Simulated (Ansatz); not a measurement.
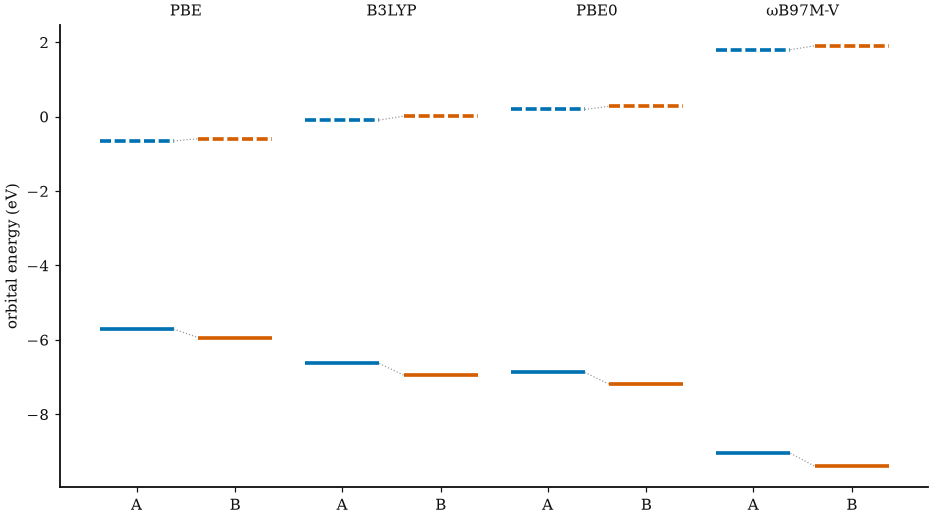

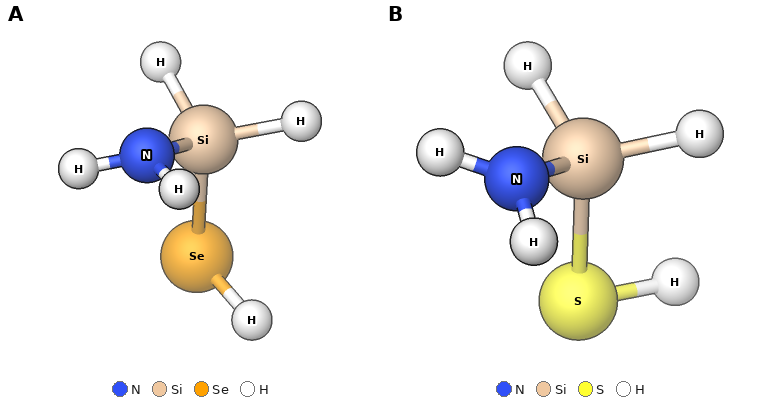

One change: A, SiNH₅Se (SMILES N[SiH2][SeH]), becomes B, SiNH₅S (SMILES N[SiH2]S). SeH on Si is replaced by SH. HOMO (solid) and LUMO (dashed) computed in def2-TZVPP at PBE0-D4/def2-TZVP geometries, both minima by their frequencies, gas phase, the Ansatz code 0.2.0. Empty levels above zero depend strongly on the basis.

**What does the change do to HOMO and LUMO?**

PBE: the HOMO falls by 0.23 eV, the LUMO rises by 0.06 eV, and the separation goes from 5.05 to 5.34 eV. B3LYP: the HOMO falls by 0.32 eV, the LUMO rises by 0.11 eV, and the separation goes from 6.54 to 6.96 eV. PBE0: the HOMO falls by 0.32 eV, the LUMO rises by 0.09 eV, and the separation goes from 7.07 to 7.47 eV. ωB97M-V: the HOMO falls by 0.36 eV, the LUMO rises by 0.11 eV, and the separation goes from 10.84 to 11.31 eV.

**Do the functionals agree on the effect?**

They agree on the direction for both levels; the HOMO shift lies between −0.36 and −0.23 eV and the LUMO shift between 0.06 and 0.11 eV, while the separations themselves differ by up to 6.0 eV between functionals.
